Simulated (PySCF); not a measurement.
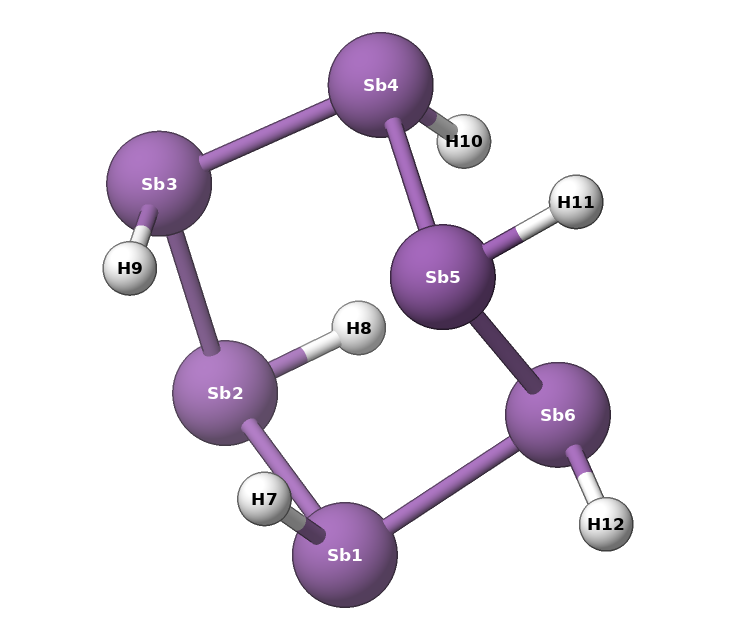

The computed structure is the end point of a PBE0-D3(BJ)/def2-SVP optimisation. No frequency run is at hand to confirm it as a minimum.

List the bonds and their lengths.

| bond | length (Å) |
| --- | --- |
| Sb1–Sb2 | 2.854 |
| Sb1–Sb6 | 2.843 |
| Sb1–H7 | 1.719 |
| Sb2–Sb3 | 2.852 |
| Sb2–H8 | 1.718 |
| Sb3–Sb4 | 2.853 |
| Sb3–H9 | 1.718 |
| Sb4–Sb5 | 2.843 |
| Sb4–H10 | 1.719 |
| Sb5–Sb6 | 2.826 |
| Sb5–H11 | 1.727 |
| Sb6–H12 | 1.727 |
